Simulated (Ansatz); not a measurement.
# ZnCu2SnS4 (I-4): the PBE gap against the wavefunction cutoff

Wanted: the cheapest wavefunction cutoff that holds the PBE gap of ZnCu2SnS4 (I-4).

Calculated with Ansatz 0.2.0; DFT, PBE, plane waves, PAW; PAW set soft_1.

### Step 1. Starting point

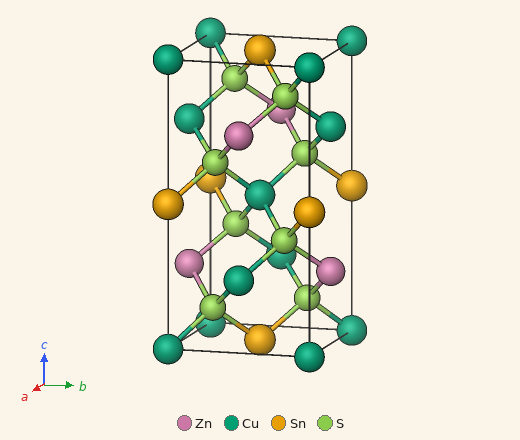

Start, viewed slightly off an axis; zinc pink, copper teal, tin orange, sulfur green. This picture shows the conventional cell, with its axes. Bonds to atoms that aren't drawn are left out. Some periodic images of atoms are drawn too.

The cell and positions come from the Crystallography Open Database and are kept as given unless a step says otherwise.

### Step 2. Wavefunction cutoff: 190 eV

input.yaml

```yaml
crystal:
  lattice:
    - [-2.7171, 2.7171, 5.4248]
    - [2.7171, -2.7171, 5.4248]
    - [2.7171, 2.7171, -5.4248]
  atoms:
    - { symbol: Zn, position: [0.25, 0.75, 0.5] }
    - { symbol: Cu, position: [0.0, 0.0, 0.0] }
    - { symbol: Cu, position: [0.75, 0.25, 0.5] }
    - { symbol: Sn, position: [0.5, 0.5, 0.0] }
    - { symbol: S, position: [0.37161, 0.88441, 0.9996] }
    - { symbol: S, position: [0.11559, 0.11519, 0.4872] }
    - { symbol: S, position: [0.88481, 0.37201, 0.0004] }
    - { symbol: S, position: [0.62799, 0.62839, 0.5128] }
kpoints:
  mp_grid: { grid: [6, 6, 6] }
  band_path:
    path:
      - [0.0, 0.0, 0.0]
      - [0.0, 0.0, 0.5]
      - [0.25, 0.25, 0.25]
      - [0.0, 0.5, 0.0]
      - [0.5, 0.5, -0.5]
      - [0.31271679, 0.68728321, -0.31271679]
      - [-0.31271679, 0.31271679, 0.31271679]
      - [-0.12543357, 0.12543357, 0.5]
    npoints: 1
hamiltonian:
  xc: pbe
  pseudopotentials: { kind: paw, azcp: { folder: soft_1 } }
scf:
  occupations: { method: fermi_dirac, width: 0.02 }
  n_extra_bands: 6
  max_iter: 80
output:
  eigenvalues: true
  forces: true
  stress: true
basis:
  ecutwfc: 190.0
```

Started as:

```sh
$ ansatz run input.yaml --threads 3 --pin off --max-ram 92160MiB --backend cuda --events-out ev --progress --plain --runs-dir out --devices 1 --max-vram 13GiB
```

Numbers of over 12 decimals in the logs are rounded to 6 here.

The program printed:

```text
Warning: basis.ecutwfc = 190 eV is below the records' recommended 420 eV, and the density's cutoff is lower with it unless basis.ecutrho_ratio is high enough to keep the records' density cutoff: compare with a run at a higher cutoff
scf.n_extra_bands = 6 over 44 filled bands (N_el = 88.0): the run solves 50 bands
GPUs: using 1 of 1 available (devices: 1).
Engine: ansatz 0.2.0, x86_64-unknown-linux-gnu
Pseudopotentials: kind: paw
Pseudopotential: Zn, paw, valence charge 12, recommended cutoff 420 eV (normal), soft_1/Zn.paw.azcp
Pseudopotential: Cu, paw, valence charge 19, recommended cutoff 420 eV (normal), soft_1/Cu.paw.azcp
Pseudopotential: Sn, paw, valence charge 14, recommended cutoff 420 eV (normal), soft_1/Sn.paw.azcp
Pseudopotential: S, paw, valence charge 6, recommended cutoff 420 eV (normal), soft_1/S.paw.azcp
Functional definition: PBE
  parameter kappa = 0.804
  parameter beta = 0.066725
  exchange = pbe_x(kappa = kappa, mu = beta*pi^2/3)
  correlation = pbe_c(beta = beta)
device memory: the entry about to start is reckoned to put 2.1 GiB on a device that reports 44.0 GiB free (of which the cap on the GPU budget leaves the run 13.0 GiB)
GPU FFT provider: cuFFT
GPU libraries: cuBLAS 13.8.2, cuFFT 12.4.0, cuSOLVER 12.3.4
Crystal: 8 atoms, lattice volume = 160.197 Å³
Basis set: ecut = 190 eV, 977 PW (Γ), exchange–correlation on 60×60×60 points (8 copies of the dense FFT grid, shifted against one another)
Bands: 50, of which v1, the nominal top of the filled ones, is band 44 counted from 1 (43 counted from 0)
Symmetry: 4 space group operations
Space group: I-4 (ITA 82), of the structure as read, at distance tolerance 5.4e-5 Å
k-points: 36 of 216 (time reversal used)
Non-local potential: Zn, projectors of the file, l = 0: 2, l = 1: 2, l = 2: 3, l = 3: 1
Non-local potential: Cu, projectors of the file, l = 0: 3, l = 1: 2, l = 2: 3, l = 3: 1
Non-local potential: Sn, projectors of the file, l = 0: 2, l = 1: 2, l = 2: 2, l = 3: 1
Non-local potential: S, projectors of the file, l = 0: 2, l = 1: 2, l = 2: 1
PAW form: soft (Blöchl's): semilocal exchange-correlation on the pseudo side does not see the compensation charge
PAW one-centre angular grid: Zn, 590 points (default); XC on 64 Gauss nodes
PAW one-centre angular grid: Cu, 590 points (default); XC on 64 Gauss nodes
PAW one-centre angular grid: Sn, 590 points (default); XC on 64 Gauss nodes
PAW one-centre angular grid: S, 110 points (default); XC on 64 Gauss nodes
Initial density: superposition of atomic densities (chi_scale 0.1, normalization cell, long waves kept (reshape's long-wave potential 0.01 eV rms))
Initial wavefunctions: pseudopotential atomic-orbital guess
GPU buffer pool allocated for 27000 grid points (all kernels)
GPU transforms: local potential and band sums: pruned to the plane-wave sphere, on 30×30×30
Functional: x = pbe(κ = 0.804, μ = 0.219515), c = pbe(β = 0.066725)
SCF iter   1: F=—  HF=-26166.957664 eV  |F-HF|=—  |Δ(HF+E_count)|=         —  Δρ=9.95e-2  dr2=7.32e0  ethr=3.10e-3  ⟨swp⟩=7.1  Hψ=7349  notcnv=0
preconditioner: auto → Resta (q_TF=auto, 2.469 Å⁻¹)  ε∞=6.5  [insulator: Δε(μ)=0.309 eV  Ē_g=10.619 eV  σ=0.020 eV  W_gap=1.00  n_scr=36 (ndim 8)  ℏωp=24.9 eV  f_vac=0.062  D(μ)=0.00/eV (n_scr^D=0)  ε∞_Penn≈6.5  vacuum switching on, ρ_ref=8.2e-3 e/Å³]
SCF iter   2: F=—  HF=-26162.885054 eV  |F-HF|=—  |Δ(HF+E_count)|=    4.07e0  Δρ=7.43e-2  dr2=6.69e0  ethr=3.10e-3  ⟨swp⟩=3.1  Hψ=4513  notcnv=0  defer=45
SCF iter   3: F=—  HF=-26161.857257 eV  |F-HF|=—  |Δ(HF+E_count)|=    1.03e0  Δρ=2.55e-2  dr2=1.13e0  ethr=3.10e-3  ⟨swp⟩=2.1  Hψ=2914  notcnv=0  defer=44
SCF iter   4: F=—  HF=-26161.549437 eV  |F-HF|=—  |Δ(HF+E_count)|=   3.08e-1  Δρ=1.27e-2  dr2=1.21e-1  ethr=1.29e-3  ⟨swp⟩=2.9  Hψ=3771  notcnv=0  defer=45
SCF iter   5: F=—  HF=-26161.569123 eV  |F-HF|=—  |Δ(HF+E_count)|=   1.97e-2  Δρ=4.19e-3  dr2=1.62e-2  ethr=1.37e-4  ⟨swp⟩=2.0  Hψ=2928  notcnv=0  defer=45
SCF iter   6: F=—  HF=-26161.578664 eV  |F-HF|=—  |Δ(HF+E_count)|=   9.54e-3  Δρ=1.58e-3  dr2=3.25e-3  ethr=1.84e-5  ⟨swp⟩=2.9  Hψ=3820  notcnv=0  defer=45
SCF iter   7: F=—  HF=-26161.579051 eV  |F-HF|=—  |Δ(HF+E_count)|=   3.87e-4  Δρ=5.47e-4  dr2=3.90e-4  ethr=3.69e-6  ⟨swp⟩=2.0  Hψ=2132  notcnv=0  defer=45
SCF iter   8: F=—  HF=-26161.579366 eV  |F-HF|=—  |Δ(HF+E_count)|=   3.15e-4  Δρ=4.41e-4  dr2=1.76e-4  ethr=4.44e-7  ⟨swp⟩=2.1  Hψ=3271  notcnv=0  defer=45
SCF iter   9: F=—  HF=-26161.578840 eV  |F-HF|=—  |Δ(HF+E_count)|=   5.27e-4  Δρ=8.48e-5  dr2=7.64e-6  ethr=1.99e-7  ⟨swp⟩=2.0  Hψ=2333  notcnv=0  defer=45
SCF iter  10: F=—  HF=-26161.579155 eV  |F-HF|=—  |Δ(HF+E_count)|=   3.15e-4  Δρ=2.43e-5  dr2=6.98e-7  ethr=8.69e-9  ⟨swp⟩=2.0  Hψ=2709  notcnv=0  defer=45
SCF iter  11: F=-26161.579155 eV  HF=-26161.579155 eV  |F-HF|=1.99e-8  |Δ(HF+E_count)|=   1.87e-7  Δρ=3.63e-6  dr2=1.94e-8  ethr=1.14e-10  ⟨swp⟩=10.5  Hψ=7852  notcnv=0
SCF 1 converged in 11 iterations: F = -26161.579155 eV  dr2 = 1.94e-8
[...]
device memory: the entry about to start is reckoned to put 1.5 GiB on a device that reports 53.4 GiB free (of which the cap on the GPU budget leaves the run 13.0 GiB)
NSCF: frozen V_eff on 8 k-points
SCF converged after 11 iterations
Free energy (F): -26161.579155 eV
Harris-Foulkes:  -26161.579155 eV  (|F-HF|=1.99e-8)
Internal energy: -26161.579155 eV  (E = F + TS)
E sigma→0 (E₀):  -26161.579155 eV
Fermi energy:    7.791536 eV
--- Per-component energies (eV) ---
  E_band       = -1174.116261
  E_kinetic    = 1328.113038
  E_local      = -16351.990431  (includes V_loc(G=0)·N_el)
  E_nonlocal   = 3047.364345
  E_hartree    = 7028.464390
  E_xc         = -698.454542
  E_vxc        = -640.639991  (∫ρ·V_xc dr)
  E_paw        = -12490.460576  (= ΣΔE_a)
  E_vpaw       = -2613.721627  (= ΣTr[D̂ρ^β])
  E_aug_tail   = -0.158762  (compensation charges beyond the density's cutoff)
  E_ewald      = -8024.456617
  E_smearing   = -0.000000  (= −TS)
  E_closure    = 0.000000  (closes the sum)
  Σ components = -26161.579155   (vs F -26161.579155, Δ=0.00e0)
--- Forces (eV/Å), atoms counted from 1 ---
  atom   1  Zn    -0.00000000     0.00000000     0.00000000
  atom   2  Cu    -0.00000000     0.00000000     0.00000000
  atom   3  Cu     0.00000000     0.00000000     0.00000000
  atom   4  Sn    -0.00000000     0.00000000     0.00000000
  atom   5  S      0.27020920     0.01080374     0.05061891
  atom   6  S      0.01080374    -0.27020920    -0.05061891
  atom   7  S     -0.27020920    -0.01080374     0.05061891
  atom   8  S     -0.01080374     0.27020920    -0.05061891
  max |Σ_I F_I| component: 5.55e-17 eV/Å
--- Stress (GPa, compression-positive) ---
        2.951201       0.000000      -0.000000
       -0.000000       2.951201      -0.000000
       -0.000000      -0.000000       2.643115
  P = ⅓ Tr σ = 2.8485 GPa (28.485 kbar)
--- Band table (eV; the first three rows and the last of 36) ---
  k-point 0: bands = [... 40 lower, 5.7814, 7.2467, 7.2467, 7.2964, 8.2791, 10.0437, 10.8177, 11.7511, ... 2 higher]
  k-point 1: bands = [... 40 lower, 6.1064, 6.4850, 7.0595, 7.2128, 8.9892, 10.6010, 11.3196, 11.6600, ... 2 higher]
  k-point 2: bands = [... 40 lower, 6.2388, 6.3598, 6.7807, 7.1298, 9.1346, 11.0481, 11.2570, 11.8903, ... 2 higher]
  k-point 35: bands = [... 40 lower, 6.3892, 6.3892, 6.6116, 6.6116, 9.1364, 10.0796, 10.0796, 10.5936, ... 2 higher]
```

It took 9.2 s on 1 × NVIDIA H100 80GB HBM3 (shared by 6 runs) with 3 threads of AMD EPYC 7R13 (Zen 3), shared host; peak memory 0.96 GiB.

This step gave:

| Property | Result |
| --- | --- |
| pressure | 2.849 GPa |
| gap | 0.9827 eV |
| valence top at | Γ |
| conduction bottom at | Γ |
| least direct gap | 0.9827 eV |

The gap is direct, at Γ.

### Step 3. Wavefunction cutoff: 290 eV

input.yaml, as its differences from that of step 2:

```diff
@@ -31,3 +31,3 @@
 scf:
-  occupations: { method: fermi_dirac, width: 0.02 }
+  occupations: { method: fixed }
   n_extra_bands: 6
@@ -39,2 +39,2 @@
 basis:
-  ecutwfc: 190.0
+  ecutwfc: 290.0
```

The program printed:

```text
[...]
GPUs: using 1 of 1 available (devices: 1).
[...]
GPU FFT provider: cuFFT
GPU libraries: cuBLAS 13.8.2, cuFFT 12.4.0, cuSOLVER 12.3.4
Crystal: 8 atoms, lattice volume = 160.197 Å³
Basis set: ecut = 290 eV, 1791 PW (Γ), exchange–correlation on 80×80×80 points (8 copies of the dense FFT grid, shifted against one another)
[...]
k-point 0: bands = [... 40 lower, 6.6148, 7.8962, 7.8962, 7.9759, 8.3074, 10.0423, 10.9090, 11.8039, ... 2 higher]
  k-point 1: bands = [... 40 lower, 6.7600, 7.1342, 7.6779, 7.8391, 9.1108, 10.5998, 11.3193, 11.6821, ... 2 higher]
  k-point 2: bands = [... 40 lower, 6.8629, 7.0348, 7.3816, 7.6857, 9.3046, 10.9879, 11.1698, 11.7501, ... 2 higher]
  k-point 35: bands = [... 40 lower, 6.8770, 6.9622, 7.1643, 7.1643, 9.4947, 10.0780, 10.0780, 10.4745, ... 2 higher]
[key lines of the parts left out:]
SCF converged after 11 iterations
Free energy (F): -26204.790713 eV
Fermi energy:    7.975944 eV
P = ⅓ Tr σ = 2.4204 GPa (24.204 kbar)
```

Elapsed: 9.8 s, on 1 × NVIDIA H100 80GB HBM3 (shared by 6 runs) with 3 threads; peak memory 0.96 GiB.

This step gave:

```yaml
pressure: 2.420 GPa
gap: 0.3314 eV
valence_top_at: Γ
conduction_bottom_at: Γ
least_direct_gap: 0.3314 eV
```

The gap is 0.331 eV, −0.651 eV from the run before at this level.

### Step 4. Wavefunction cutoff: 420 eV (the default)

input.yaml, the sections that differ from step 3:

```yaml
kpoints:
  mp_grid: { grid: [6, 6, 6] }
  band_path:
    path:
      - [[0.0, 0.0, 0.0], [0.0, 0.0, 0.5], [0.25, 0.25, 0.25], [0.0, 0.5, 0.0], [0.0, 0.0, 0.0], [0.5, 0.5, -0.5], [0.31271679, 0.68728321, -0.31271679]]
      - [[-0.31271679, 0.31271679, 0.31271679], [0.0, 0.0, 0.0]]
      - [[0.0, 0.0, 0.5], [-0.12543357, 0.12543357, 0.5]]
      - [[0.5, 0.5, -0.12543357], [0.5, 0.5, -0.5]]
    npoints: 10
scf:
  occupations: { method: fermi_dirac, width: 0.02 }
  n_extra_bands: 6
output:
  eigenvalues: true
  forces: true
  stress: true
  write_density: true
  write_potential: true
  elf: true
  volumetric_format: npy
# crystal, hamiltonian: as in step 3
# basis: removed
```

The program printed:

```text
[...]
GPUs: using 1 of 1 available (devices: 1).
[...]
GPU FFT provider: cuFFT
GPU libraries: cuBLAS 13.8.2, cuFFT 12.4.0, cuSOLVER 12.3.4
Crystal: 8 atoms, lattice volume = 160.197 Å³
Basis set: ecut = 420 eV, 3083 PW (Γ), exchange–correlation on 90×90×90 points (8 copies of the dense FFT grid, shifted against one another)
[...]
k-point 0: bands = [... 40 lower, 6.6609, 7.9350, 7.9350, 8.0163, 8.3055, 10.0450, 10.9121, 11.8045, ... 2 higher]
  k-point 1: bands = [... 40 lower, 6.8023, 7.1730, 7.7187, 7.8768, 9.1205, 10.6024, 11.3189, 11.6826, ... 2 higher]
  k-point 2: bands = [... 40 lower, 6.9072, 7.0805, 7.4209, 7.7225, 9.3169, 10.9826, 11.1646, 11.7381, ... 2 higher]
  k-point 35: bands = [... 40 lower, 6.9133, 7.0063, 7.2048, 7.2048, 9.5197, 10.0816, 10.0816, 10.4675, ... 2 higher]
[key lines of the parts left out:]
SCF converged after 11 iterations
Free energy (F): -26205.559870 eV
Fermi energy:    8.161670 eV
P = ⅓ Tr σ = 2.0676 GPa (20.676 kbar)
```

Wall time 13 s (1 × NVIDIA H100 80GB HBM3 (shared by 6 runs) with 3 threads); peak memory 1.1 GiB; 19 s of CPU time.

Numbers from this step:

* pressure: 2.068 GPa
* gap: 0.2892 eV
* valence top at: Γ
* conduction bottom at: Γ
* least direct gap: 0.2892 eV

The gap is 0.289 eV, −0.042 eV from the run before at this level.

### Step 5. Wavefunction cutoff: 630 eV

input.yaml, the sections that differ from step 4:

```yaml
kpoints:
  mp_grid: { grid: [6, 6, 6] }
  band_path:
    path:
      - [0.0, 0.0, 0.0]
      - [0.0, 0.0, 0.5]
      - [0.25, 0.25, 0.25]
      - [0.0, 0.5, 0.0]
      - [0.5, 0.5, -0.5]
      - [0.31271679, 0.68728321, -0.31271679]
      - [-0.31271679, 0.31271679, 0.31271679]
      - [-0.12543357, 0.12543357, 0.5]
    npoints: 1
scf:
  occupations: { method: fixed }
  n_extra_bands: 6
  max_iter: 80
output:
  eigenvalues: true
  forces: true
  stress: true
basis:
  ecutwfc: 630.0
# crystal, hamiltonian: as in step 4
```

The program printed:

```text
[...]
GPUs: using 1 of 1 available (devices: 1).
[...]
GPU FFT provider: cuFFT
GPU libraries: cuBLAS 13.8.2, cuFFT 12.4.0, cuSOLVER 12.3.4
Crystal: 8 atoms, lattice volume = 160.197 Å³
Basis set: ecut = 630 eV, 5783 PW (Γ), exchange–correlation on 120×120×120 points (8 copies of the dense FFT grid, shifted against one another)
[...]
k-point 0: bands = [... 40 lower, 6.6571, 7.9316, 7.9316, 8.0128, 8.3045, 10.0428, 10.9107, 11.8024, ... 2 higher]
  k-point 1: bands = [... 40 lower, 6.7987, 7.1696, 7.7152, 7.8734, 9.1189, 10.6004, 11.3175, 11.6807, ... 2 higher]
  k-point 2: bands = [... 40 lower, 6.9035, 7.0767, 7.4174, 7.7192, 9.3152, 10.9815, 11.1630, 11.7370, ... 2 higher]
  k-point 35: bands = [... 40 lower, 6.9101, 7.0026, 7.2013, 7.2013, 9.5173, 10.0794, 10.0794, 10.4661, ... 2 higher]
[key lines of the parts left out:]
SCF converged after 12 iterations
Free energy (F): -26205.575299 eV
Fermi energy:    8.012811 eV
P = ⅓ Tr σ = 2.0664 GPa (20.664 kbar)
```

The job ended after 11 s (1 × NVIDIA H100 80GB HBM3 (shared by 6 runs) with 3 threads; peak memory 1.1 GiB; 12 s of CPU time).

Numbers from this step:

| Property | Result |
| --- | --- |
| pressure | 2.066 GPa |
| gap | 0.2917 eV |
| valence top at | Γ |
| conduction bottom at | Γ |
| least direct gap | 0.2917 eV |

The gap is 0.292 eV, +0.002 eV from the run before at this level.

### Step 6. The series

Differences are against the last row; a negative gap means that bands overlap, and a run with a band path holds that path's time. Times are wall times on 1 × NVIDIA H100 80GB HBM3 (shared by 6 runs) with 3 threads of AMD EPYC 7R13 (Zen 3), shared host, good to a factor of about two.

```tsv
wavefunction cutoff	gap (eV)	direct gap (eV)	gap error (eV)	energy error (meV/atom)	irreducible k	time
190 eV	0.983	0.983	+0.691	+5499.5	36	9.2 s
290 eV	0.331	0.331	+0.040	+98.1	36	9.8 s
420 eV	0.289	0.289	−0.002	+1.9	36	13 s
630 eV	0.292	0.292	+0.000	+0.0	36	11 s
```

### Step 7. Outcome

| Quantity | Value |
| --- | --- |
| 190 eV | 0.983 eV |
| 290 eV | 0.331 eV |
| 420 eV | 0.289 eV |
| 630 eV | 0.292 eV |

**Reading.** The gap holds to 0.02 eV from 420 eV on. At 190 eV the gap is off by +0.691 eV and the energy by +5500 meV/atom. The runs have no spin polarisation. For a closed low-spin shell that is the natural state; where a d or f shell is open it is a constraint, and the gap is then not the crystal's own.

[Paths, hosts, dates, memory and timing lines, banners, echoed tables and standing remarks are left out of the program output.]

[Logs are printed without paths, hosts, clocks, repeated set-up lines and the standing remarks that a program may print on its own settings, such as how far it seeks lower states.]

[Runs of the session that timed out or met a known fault of the program may be left out.]

[Cells called generated may have been cut or substituted from an entry of the Crystallography Open Database or the Materials Project.]

[Hosts, paths, dates, database ids (printed as entryN), source tags and the programs' standing remarks are cut or masked in the printed files.]
